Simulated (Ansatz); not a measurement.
# AlClFH···PH3: what the fields show

Input

```
crystal:
  periodic: [false, false, false]
  atoms:
    - { symbol: Al, position_ang: [-0.001516, 0.198175, 0.00397] }
    - { symbol: H, position_ang: [-0.094781, 0.322926, 1.558174] }
    - { symbol: F, position_ang: [1.468905, 0.156148, -0.747482] }
    - { symbol: Cl, position_ang: [-1.723831, 0.12939, -1.18152] }
    - { symbol: P, position_ang: [-0.311312, -2.959555, 1.424332] }
    - { symbol: H, position_ang: [-0.956821, -2.874483, 0.154779] }
    - { symbol: H, position_ang: [0.997293, -3.002509, 0.85806] }
    - { symbol: H, position_ang: [-0.280737, -1.544192, 1.611588] }
basis:
  gaussian: { orbitals: "6-31G*" }
hamiltonian:
  xc: pbe0
  dispersion: d4
relax:
  f_tol: 0.03
  max_steps: 50
output:
  orbitals: {}
```

Run with:

```sh
ansatz run input.yaml --threads 1 --pin off --max-ram 2048MiB --backend cpu --events-out ev --progress --plain --runs-dir out
```

The fields are those of the run's last geometry, not of the input's.

Computed with RKS PBE0-D4/6-31G* (Ansatz).

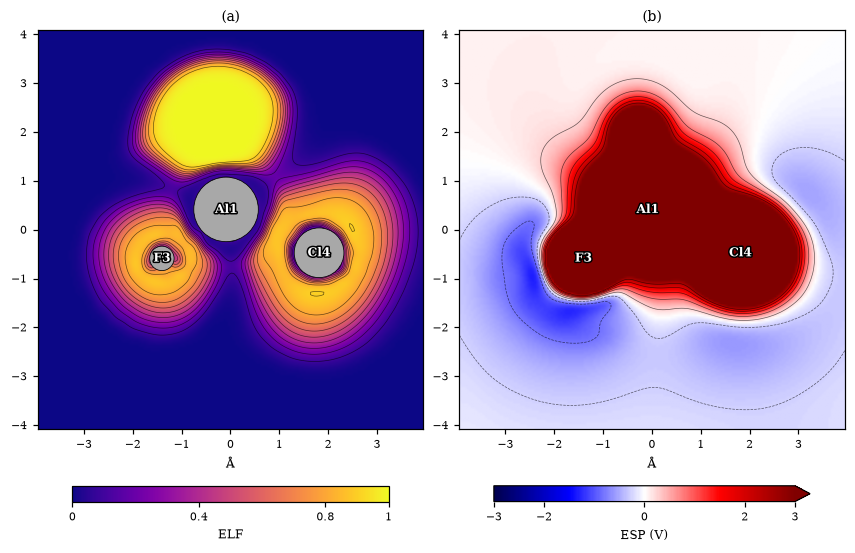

Figure 1. (a) electron localisation function; (b) electrostatic potential on the plane of atoms F3, Al1 and Cl4. Grey discs cover the atomic cores in the ELF map.

Q: What do the fields say about this system?

A: The plane passes through Al, F and Cl nuclei. Al–F (1.65 Å): the ELF peaks at about 0.85 in the valence shell of F, 0.5 Å from its nucleus, and is about 0.25 at the midpoint. Al–Cl (2.10 Å): the ELF peaks at about 0.90 in the valence shell of Cl, 0.9 Å from its nucleus, and is about 0.85 at the midpoint. The ELF also peaks beside Cl4 and F3, away from the bonds: lone-pair regions. Outside the dense part of the complex the potential is most negative (−1.3 V) near F3.

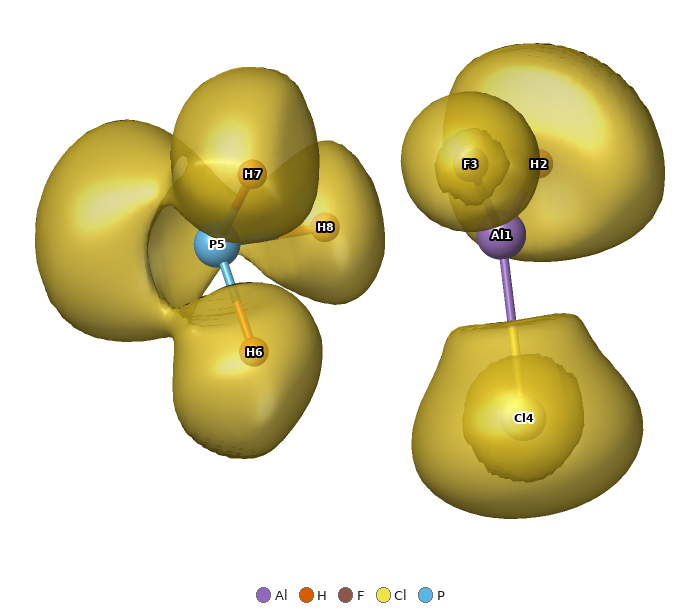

Figure 2. Isosurface of the ELF at 0.75 (yellow), seen across its widest extent. Core shells and regions of very low density are left out.

Q: Where are the electrons localised?

A: At this value the surface marks out one region around a hydrogen nucleus, one region on Cl in which the atom's valence shell and bonds are merged, one region wrapped around F (its valence shell) and one joined region spread over several atoms (H, P), in which their bonds and any lone pairs are merged. Profiles from the grid: Al1···H8 (2.36 Å): the ELF climbs to about 1 towards the hydrogen.

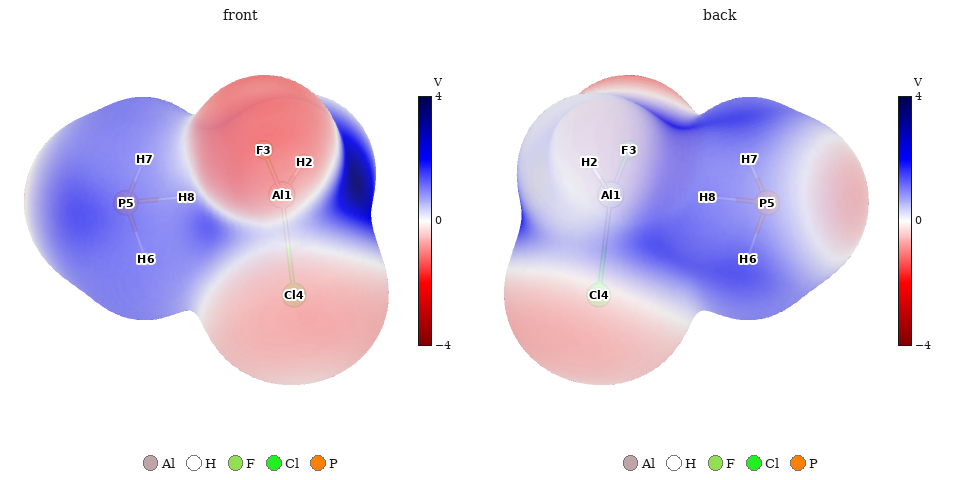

Figure 3. The molecular electrostatic potential painted on the density surface at 0.002 e/bohr³, seen from the front and from behind; the colour scale runs from red (negative) to blue (positive).

Q: Describe the electrostatic potential map.

A: The most negative region (about −1.1 V, or −25 kcal/mol for a unit charge) lies over F3, the most positive (about +3.2 V, or +74 kcal/mol for a unit charge) over Al1.
